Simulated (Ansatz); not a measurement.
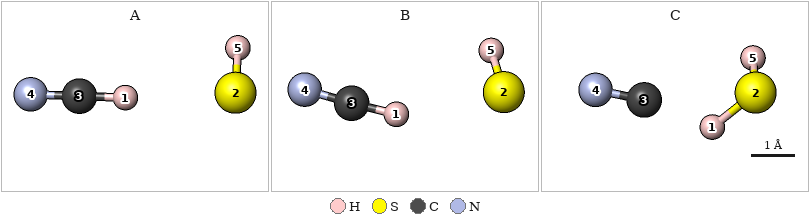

3 geometries from a converged minimum-energy path of CH2NS (multiplicity 2), made up at the start of H2S and CN, shuffled. Style: ball-and-stick. Shown at a tilt.

Theory: UKS PBE0-D4/def2-SVP (Ansatz 0.2.0). Set-up: 5 movable images; climbing image; force threshold 0.03 eV/Å; iteration limit 60; starting path through a guess of the saddle point.

### Which frame is the top of the path?

C. In order along the path, whose images run from 0 to 6: C (image 2, +31.2 kJ/mol), B (image 5, −109.2 kJ/mol), A (image 6, −110.7 kJ/mol). A hydrogen atom shifts from one atom to another. Breaking: H1–S2 (1.35 → 1.40 at the top → 2.59 Å). Forming: H1–C3 (2.65 → 1.73 at the top → 1.09 Å).

Limits of the set-up: the start holds two separate molecules, 2.4 Å apart at their closest, whose relative position is a soft coordinate.
